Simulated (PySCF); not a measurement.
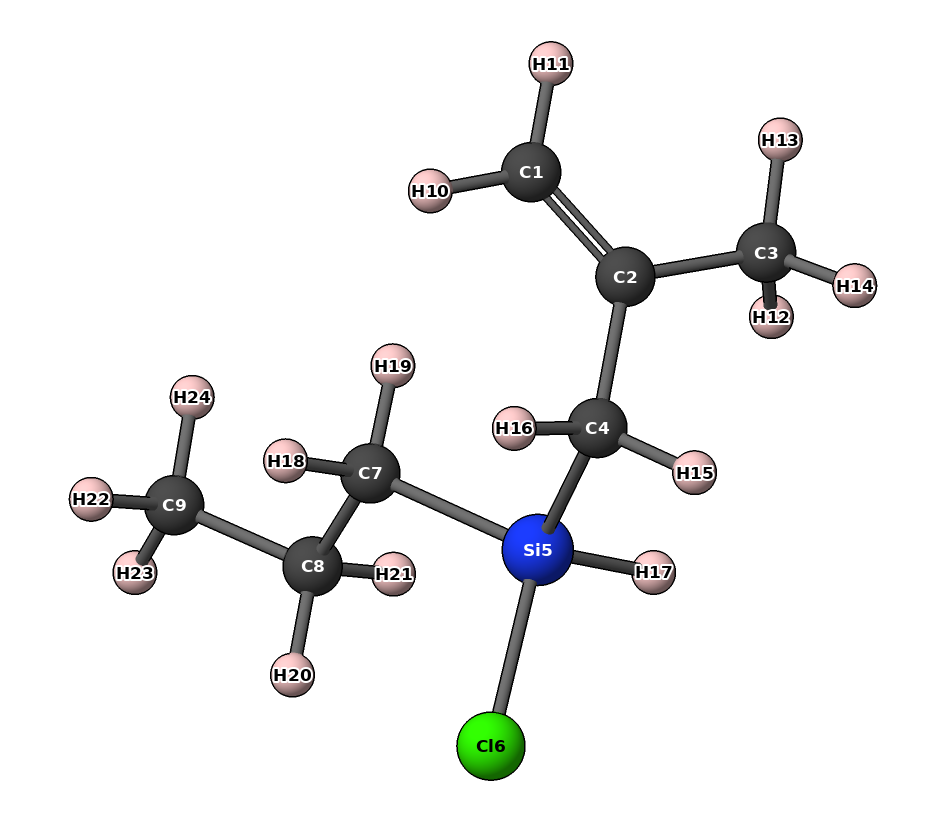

The questions are on isotropic NMR shieldings of the C atoms. The geometry was computed by an optimisation with GFN2-xTB. No frequency run is at hand to confirm it as a minimum. Method: GIAO PBE0/pcSseg-1 NMR shielding, non-relativistic, gas phase (PySCF 2.14.0).

Question: Which C atom is the most shielded (lowest chemical shift)?

Answer: C8 (166.5 ppm).

Question: Which C atom is the least shielded (highest chemical shift)?

Answer: C2 (37.3 ppm).

Question: How wide is the range of C shifts?

Answer: 129.2 ppm.

List the isotropic NMR shieldings of the C atoms.

```csv
atom,σ (ppm)
C1,70.2
C2,37.3
C3,159.4
C4,152.1
C7,164.5
C8,166.5
C9,166.3
```

The geometry is semi-empirical. Around Si such bond lengths and angles can be off by a tenth of an ångström or more and by several degrees, and values that hang on the shape move with them.
